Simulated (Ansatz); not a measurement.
Reaction (SMILES): P#P (P2) → P2+ (doublet, bonded as P#P) + e-
B3LYP-D3(BJ)/def2-TZVP geometries, fixed; electronic energies without zero-point terms.

Basis-set convergence of the adiabatic ionisation energy at CCSD(T) with Ansatz (a program for electronic structure). Cartesian d functions, on some or all atoms, in 6-311G**, 6-311+G**; all else is spherical. Cores are frozen. The T1 diagnostic of CCSD is high for at least one species. A restricted Hartree-Fock determinant is unstable towards unrestricted orbitals. An unrestricted Hartree-Fock determinant is markedly spin-contaminated. Open shells are unrestricted. No added dispersion term, no relativity. Functions are those of the species that has most. Reference: Hartree-Fock in aug-cc-pV(Q+d)Z plus the correlation part extrapolated as X^-3 from aug-cc-pV(T+d)Z and aug-cc-pV(Q+d)Z, 10.581 eV, itself unsure by roughly 0.020 eV (a third of the extrapolation step and of the last Hartree-Fock step). Deviations are taken from unrounded values.

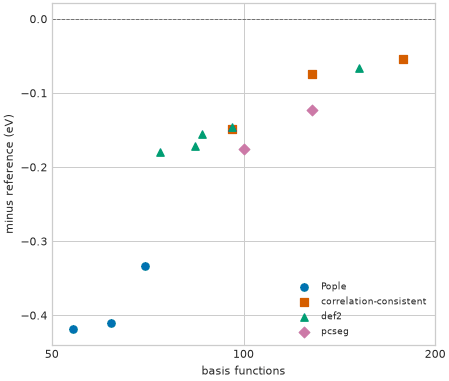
Figure. Deviation from the reference against the number of basis functions, by family of sets.

```
basis            functions  adiabatic ionisation energy (eV)  minus reference (eV)
---------------  ---------  --------------------------------  --------------------
6-311G**                54                            10.162                -0.419
6-311+G**               62                            10.172                -0.410
6-311++G(2d,2p)         70                            10.247                -0.334
def2-TZVP               74                            10.402                -0.180
def2-TZVPP              84                            10.409                -0.172
def2-TZVPD              86                            10.427                -0.155
def2-TZVPPD             96                            10.435                -0.147
jun-cc-pV(T+d)Z         96                            10.433                -0.148
aug-pcseg-2            100                            10.405                -0.176
cc-pV(Q+d)Z            128                            10.507                -0.074
pcseg-3                128                            10.459                -0.123
def2-QZVPPD            152                            10.515                -0.066
aug-cc-pV(Q+d)Z        178                            10.528                -0.054
```
